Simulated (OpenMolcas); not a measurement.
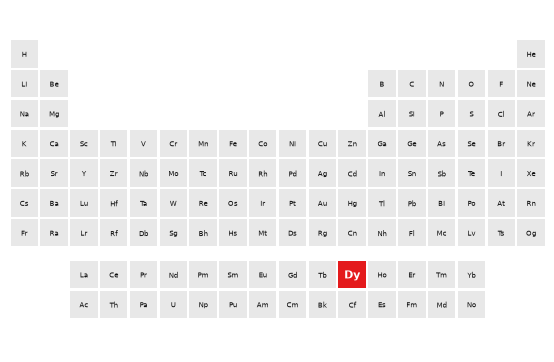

The place of dysprosium in the periodic table.

## Dy⁴⁺: multiconfigurational calculation

Dy⁴⁺. Level asked for: state-averaged CASSCF, active space 8 electrons in the shell 4f, basis ANO-RCC-VQZP, DKH3 scalar Hamiltonian, spin-orbit coupling by RASSI with atomic mean-field integrals (OpenMolcas).

The input:
```
&GATEWAY
Coord
1

Dy 0.0 0.0 0.0
Basis=ANO-RCC-VQZP
Group=XYZ
NoMove
AngMom=0.0 0.0 0.0
AMFI
&SEWARD
Relativistic=R03O02
&RASSCF
FileOrb=start.orb
Symmetry=2
Spin=7
nActEl=8 0 0
Inactive=15 12
Ras2=0 7
CIRoot=7 7 1
SDav=7
CIMx=300
Iter=52 100
PrWF=0.3
OrbListing=Nothing
MaxOrb=0
Atom
>>> COPY $Project.JobIph JOB001
```

The file start.orb holds starting orbitals from an earlier step.

Command:
```bash
OMP_NUM_THREADS=1 MOLCAS_MEM=2252 MOLCAS_PROJECT=a pymolcas a.inp > a.log  # once for each step of the input, in one work folder
```

The program's output (extracts):
```
--- SEWARD ---
Basis set label: DY.ANO-RCC...9S8P6D4F3G2H.

      Electronic valence basis set:
      ------------------
      Associated Effective Charge  66.000000 au
      Associated Actual Charge     66.000000 au
      Nuclear Model: Point charge

      Shell  nPrim  nBasis  Cartesian Spherical Contaminant
         s      25       9        X
         p      22       8        X
         d      15       6                 X
         f      11       4                 X
         g       4       3                 X
         h       2       2                 X
Relativistic=R03O02
                  Relativistic Douglas-Kroll-Hess integrals:
                    - DKH order of Hamiltonian: 3
                    - DKH order of Properties : 2
--- RASSCF ---
Wave function specifications:
      -----------------------------

      Number of closed shell electrons          54
      Number of electrons in active shells       8
      Max number of holes in RAS1 space          0
      Max nr of electrons in RAS3 space          0
      Number of inactive orbitals               27
      Number of active orbitals                  7
      Number of secondary orbitals             106
      Spin quantum number                      3.0
      State symmetry                             2
Orbital specifications:
      -----------------------

      Symmetry species                           1   2
                                                ag  au
      Frozen orbitals                            0   0
      Inactive orbitals                         15  12
      Active orbitals                            0   7
      RAS1 orbitals                              0   0
      RAS2 orbitals                              0   7
      RAS3 orbitals                              0   0
      Secondary orbitals                        51  55
      Deleted orbitals                           0   0
      Number of basis functions                 66  74
      Number of CSFs                             0
      Number of root(s) required                 7
 ************ ERROR ***********
  You can't ask for more roots
  than there are configurations
 ******************************
--- Stop Module: rasscf at  /rc=_RC_INPUT_ERROR_ ---
.####################.
.# User input error #.
.####################.
```

Outcome:

- outcome: refused by the program
- hardware: 1 thread of Intel Xeon (Sapphire Rapids), 64 GiB of memory available, shared host

Diagnosis:

The input is odd on purpose: wrong symmetry. The program refused the input: “You can't ask for more roots”. To bear in mind: RASSCF multiplicity 7: _RC_INPUT_ERROR_.
